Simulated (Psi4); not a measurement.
# SiF3 (trifluorosilyl): UHF/STO-3G

What is the energy change on altering one bond length of SiF3 (trifluorosilyl) at UHF/STO-3G? 

The results are computed with Psi4 1.11.

## Step 1: The system as given

SiF3: 4 atoms, total charge 0, spin state doublet. As SMILES, `F[Si](F)F`. The shape is that of a PBE0-D4/def2-TZVP optimisation.

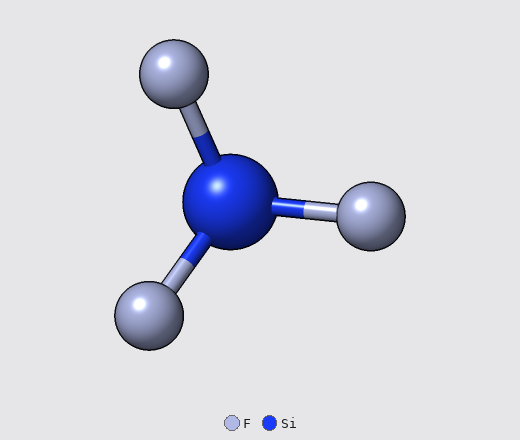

Viewed from a chosen angle; fluorine light blue, silicon blue.

## Step 2: Energy and forces at UHF/STO-3G

File f3si.json:

```json
{
  "schema_name": "qcschema_input",
  "schema_version": 1,
  "molecule": {
    "schema_name": "qcschema_molecule",
    "schema_version": 2,
    "symbols": ["F", "Si", "F", "F"],
    "geometry": [1.48315155, -0.95816673, 2.17639758, -0.53432006, 0.40262505, 0.44272504, -1.8788791, -1.68610813, -1.21762613, 0.93004761, 2.24164982, -1.40149648],
    "molecular_charge": 0,
    "molecular_multiplicity": 2,
    "fix_symmetry": "c1",
    "fix_com": true,
    "fix_orientation": true
  },
  "driver": "gradient",
  "model": {
    "method": "hf",
    "basis": "STO-3G"
  },
  "keywords": {
    "reference": "uhf",
    "puream": true,
    "e_convergence": 1e-09,
    "d_convergence": 1e-08,
    "scf_type": "pk",
    "maxiter": 100,
    "scf_properties": ["LOWDIN_CHARGES", "QUADRUPOLE", "MAYER_INDICES"]
  }
}
```

Started as:

```sh
$ psi4 --qcschema f3si.json -n 1 --memory 1600MB
```

stdout (excerpt; [...] marks lines left out):

```text
[...]
  Running in c1 symmetry.
[...]
  Nuclear repulsion =  176.798451345898798
[...]
  Multiplicity = 2
[...]
  Nalpha       = 21
  Nbeta        = 20
[...]
    Number of basis functions: 24
[...]
   @UHF iter   1:  -579.61556594648096   -1.53867e+00   1.36335e-02 ADIIS/DIIS
[...]
   @UHF iter  11:  -579.72549305609209   -1.59162e-12   9.59026e-09 DIIS
[...]
   @S^2 Observed:                7.573523824E-01
[...]
    Orbital Energies [Eh]
    ---------------------
    Alpha Occupied:
       1A    -68.035465     2A    -25.840207     3A    -25.839968
       4A    -25.839948     5A     -6.032203     6A     -4.062740
       7A     -4.051246     8A     -4.051245     9A     -1.488733
      10A     -1.452762    11A     -1.452735    12A     -0.656646
      13A     -0.541966    14A     -0.541950    15A     -0.538526
      16A     -0.462771    17A     -0.462758    18A     -0.439163
      19A     -0.425951    20A     -0.425940    21A     -0.251354
    Alpha Virtual:
      22A      0.534324    23A      0.534442    24A      0.536292
[...]
  @UHF Final Energy:  -579.72549305609209
   => Energetics <=
    Nuclear Repulsion Energy =            176.7984513458987976
    One-Electron Energy =               -1167.9054845279242727
    Two-Electron Energy =                 411.3815401259334408
    Total Energy =                       -579.7254930560920911
  UHF NO Occupations:
  HONO-2 :   19  A 1.9986438
  HONO-1 :   20  A 1.9986435
[...]
 Multipole Moments:
 ------------------------------------------------------------------------------------
     Multipole            Electronic (a.u.)      Nuclear  (a.u.)        Total (a.u.)
 ------------------------------------------------------------------------------------
 L = 1.  Multiply by 2.5417464519 to convert [e a0] to [Debye]
 Dipole X            :          2.2524310           -2.6716003           -0.4191693
 Dipole Y            :         -1.6974559            2.0131253            0.3156695
 Dipole Z            :         -1.8664411            2.2136253            0.3471842
 Magnitude           :                                                    0.6291955
 L = 2.  Multiply by 1.3450342976 to convert [e a0^2] to [Debye ang]
 Quadrupole XX       :        -80.5717153           63.3511947          -17.2205206
 Quadrupole XY       :        -32.7353742           31.4737222           -1.2616520
[...]
  -Total Gradient:
     Atom            X                  Y                   Z
    ------   -----------------  -----------------  -----------------
       1       -0.019994968372     0.014009120728    -0.006597812923
       2        0.033357585485    -0.025183347523    -0.027676185454
       3        0.002868333689     0.018960087285     0.016508987119
       4       -0.016230950804    -0.007785860489     0.017765011259
[...]
```

The result, in JSON:

```text
{
 "driver": "gradient",
 "model": {
  "method": "hf",
  "basis": "STO-3G"
 },
 "success": true,
 "return_result": [-0.019994968372145205, 0.014009120728261965, -0.006597812923401392, 0.03335758548455181, -0.025183347522654387, -0.027676185454232324, 0.002868333688868338, 0.01896008728485693, 0.016508987119127155, -0.016230950803553953, -0.00778586048903912, 0.01776501125886018],
 "properties": {
  "calcinfo_nbasis": 24,
  "calcinfo_nmo": 24,
  "calcinfo_nalpha": 21,
  "calcinfo_nbeta": 20,
  "calcinfo_natom": 4,
  "nuclear_repulsion_energy": 176.7984513458988,
  "return_energy": -579.7254930560921,
  "return_gradient": [-0.019994968372145205, 0.014009120728261965, -0.006597812923401392, 0.03335758548455181, -0.025183347522654387, -0.027676185454232324, 0.002868333688868338, 0.01896008728485693, 0.016508987119127155, -0.016230950803553953, -0.00778586048903912, 0.01776501125886018],
  "scf_one_electron_energy": -1167.9054845279243,
  "scf_two_electron_energy": 411.38154012593344,
  "scf_dipole_moment": [-0.41916925893881807, 0.31566948202894274, 0.34718417247730216],
  "scf_total_energy": -579.7254930560921,
  "scf_total_gradient": [-0.019994968372145205, 0.014009120728261965, -0.006597812923401392, 0.03335758548455181, -0.025183347522654387, -0.027676185454232324, 0.002868333688868338, 0.01896008728485693, 0.016508987119127155, -0.016230950803553953, -0.00778586048903912, 0.01776501125886018],
  "scf_iterations": 11
 }
}
```

Run time: 2.8 s. Hardware: 1 thread of Intel Xeon at 2.70GHz, shared host; peak memory 0.18 GiB.

## Step 3: The distorted shape

File input.json:

```json
{
 "schema_name": "qcschema_input",
 "schema_version": 1,
 "molecule": {
  "schema_name": "qcschema_molecule",
  "schema_version": 2,
  "symbols": ["F", "Si", "F", "F"],
  "geometry": [1.78577229, -1.1622855, 2.43644846, -0.53432006, 0.40262505, 0.44272504, -1.8788791, -1.68610813, -1.21762613, 0.93004761, 2.24164982, -1.40149648],
  "molecular_charge": 0,
  "molecular_multiplicity": 2,
  "fix_symmetry": "c1"
 },
 "driver": "gradient",
 "model": {
  "method": "hf",
  "basis": "STO-3G"
 },
 "keywords": {
  "reference": "uhf",
  "puream": true,
  "e_convergence": 1e-09,
  "d_convergence": 1e-08,
  "scf_type": "pk",
  "maxiter": 100,
  "scf_properties": ["WIBERG_LOWDIN_INDICES", "MAYER_INDICES", "DIPOLE"]
 }
}
```

Started as:

```sh
$ psi4 --qcschema input.json -n 1 --memory 1600MB
```

stdout (excerpt; [...] marks lines left out):

```text
[...]
  Running in c1 symmetry.
[...]
  Nuclear repulsion =  168.918896827710569
[...]
  Multiplicity = 2
[...]
  Nalpha       = 21
  Nbeta        = 20
[...]
    Number of basis functions: 24
[...]
   @UHF iter   1:  -579.54961312606270   -1.70562e+00   1.51242e-02 ADIIS/DIIS
[...]
   @UHF iter  16:  -579.70421372507485   -4.54747e-13   5.05076e-09 DIIS
[...]
   @S^2 Observed:                7.808985798E-01
[...]
  @UHF Final Energy:  -579.70421372507485
   => Energetics <=
    Nuclear Repulsion Energy =            168.9188968277105687
    One-Electron Energy =               -1152.3826244472336384
    Two-Electron Energy =                 403.7595138944481619
    Total Energy =                       -579.7042137250748510
  UHF NO Occupations:
  HONO-2 :   19  A 1.9987598
  HONO-1 :   20  A 1.9865988
[...]
 Multipole Moments:
 ------------------------------------------------------------------------------------
     Multipole            Electronic (a.u.)      Nuclear  (a.u.)        Total (a.u.)
 ------------------------------------------------------------------------------------
 L = 1.  Multiply by 2.5417464519 to convert [e a0] to [Debye]
 Dipole X            :         -0.0783840           -0.4073187           -0.4857027
 Dipole Y            :          0.0532003            0.3029337            0.3561340
 Dipole Z            :         -0.0572798            0.2522222            0.1949424
 Magnitude           :                                                    0.6330411
[...]
  -Total Gradient:
     Atom            X                  Y                   Z
    ------   -----------------  -----------------  -----------------
       1        0.057541027591    -0.038377918327     0.058356756290
       2       -0.044539805566     0.027416091096    -0.093576473227
       3        0.001215957274     0.016285205124     0.017104783027
       4       -0.014217179298    -0.005323377894     0.018114933910
[...]
```

The result, in JSON:

```text
{
 "driver": "gradient",
 "model": {
  "method": "hf",
  "basis": "STO-3G"
 },
 "success": true,
 "return_result": [0.05754102759148061, -0.03837791832738875, 0.05835675628992612, -0.044539805566461504, 0.027416091095813902, -0.0935764732272258, 0.001215957273511259, 0.016285205124387275, 0.01710478302700505, -0.014217179298373697, -0.005323377893579673, 0.018114933909609582],
 "properties": {
  "calcinfo_nbasis": 24,
  "calcinfo_nmo": 24,
  "calcinfo_nalpha": 21,
  "calcinfo_nbeta": 20,
  "calcinfo_natom": 4,
  "nuclear_repulsion_energy": 168.91889682771057,
  "return_energy": -579.7042137250749,
  "return_gradient": [0.05754102759148061, -0.03837791832738875, 0.05835675628992612, -0.044539805566461504, 0.027416091095813902, -0.0935764732272258, 0.001215957273511259, 0.016285205124387275, 0.01710478302700505, -0.014217179298373697, -0.005323377893579673, 0.018114933909609582],
  "scf_one_electron_energy": -1152.3826244472336,
  "scf_two_electron_energy": 403.75951389444816,
  "scf_dipole_moment": [-0.48570271194109504, 0.3561339760901321, 0.19494239282431636],
  "scf_total_energy": -579.7042137250749,
  "scf_total_gradient": [0.05754102759148061, -0.03837791832738875, 0.05835675628992612, -0.044539805566461504, 0.027416091095813902, -0.0935764732272258, 0.001215957273511259, 0.016285205124387275, 0.01710478302700505, -0.014217179298373697, -0.005323377893579673, 0.018114933909609582],
  "scf_iterations": 16
 }
}
```

Run time: 2.6 s. Hardware: 1 thread of Intel Xeon at 2.70GHz, shared host; peak memory 0.18 GiB.

## Step 4: Results

Level: UHF/STO-3G.

| quantity | value |
| --- | --- |
| first shape: total energy | -579.72549 Eh |
| first shape: dipole moment | 1.60 D |
| first shape: HOMO energy (highest over α and β) | -6.84 eV |
| first shape: LUMO energy (lowest over α and β) | 5.47 eV |
| first shape: ⟨S²⟩ | 0.757 |
| first shape: largest force on an atom | 2.578 eV/Å |
| distorted shape: total energy | -579.70421 Eh |
| distorted shape: dipole moment | 1.61 D |
| distorted shape: HOMO energy (highest over α and β) | -7.18 eV |
| distorted shape: LUMO energy (lowest over α and β) | 5.06 eV |
| distorted shape: ⟨S²⟩ | 0.781 |
| distorted shape: largest force on an atom | 5.512 eV/Å |
| energy change with the F1–Si2 bond stretched from 1.581 to 1.818 Å | 0.579 eV |

With the F1–Si2 bond stretched from 1.581 to 1.818 Å the energy rises by 0.58 eV (13.4 kcal/mol). The first shape isn't relaxed at this level, so the change isn't measured from a minimum. The minimal basis adds a large error of its own. The largest force (first shape) is 2.58 eV/Å: the shape isn't a stationary point for this species at this level.
